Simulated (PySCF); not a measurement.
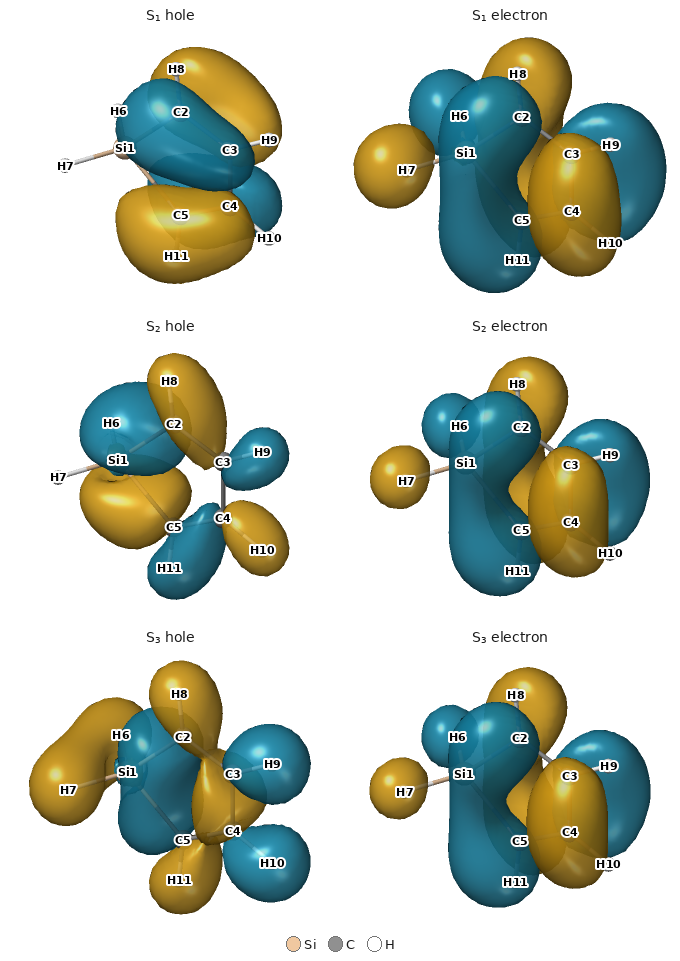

Figure. C4H6Si, SMILES `[SiH2]1C=CC=C1`. Leading natural transition orbitals (TDA singlet states).

PySCF calculation, CAM-B3LYP/def2-SVPD, gas phase; geometry: GFN2-xTB. No frequency check shows the geometry to be a minimum.

Geometry (Å), atoms numbered from 1:

```
Si1      1.2407    0.0000    0.0000
C2      -0.1079    1.3197    0.0004
C3      -1.3082    0.7283   -0.0002
C4      -1.3081   -0.7284    0.0002
C5      -0.1078   -1.3197   -0.0004
H6       2.0556   -0.0014    1.2157
H7       2.0556    0.0016   -1.2158
H8       0.0057    2.3910   -0.0000
H9      -2.2499    1.2607   -0.0006
H10     -2.2498   -1.2609    0.0006
H11      0.0059   -2.3910    0.0000
```

Describe these excited states.

By state:
- S₁: 4.73 eV (262 nm), f = 0.084; the leading pair carries 95 %; hole on C2 and C5 (26 % each), C3 and C4 (16 % each) and Si1 (7 %), electron on Si1 (17 %), C2 and C5 (17 % each) and C3 and C4 (16 % each); their centroids lie 0.2 Å apart.
- S₂: 5.75 eV (216 nm), f = 0.000 (dark), σ → π*; the leading pair carries 98 %; hole on Si1 (25 %), C2 and C5 (24 % each) and C3 and C4 (6 % each), electron on C2 and C5 (20 % each), C3 and C4 (17 % each) and Si1 (12 %); their centroids lie 0.4 Å apart.
- S₃: 6.34 eV (196 nm), f = 0.010; the leading pair carries 82 %; hole on Si1 (19 %), C2 and C5 (15 % each) and C3 and C4 (13 % each), electron on C2 and C5 (18 % each), Si1 (18 %) and C3 and C4 (15 % each) (shares are of the whole state, not of the leading pair alone); their centroids lie 0.1 Å apart; S₄ lies within 0.1 eV of it.
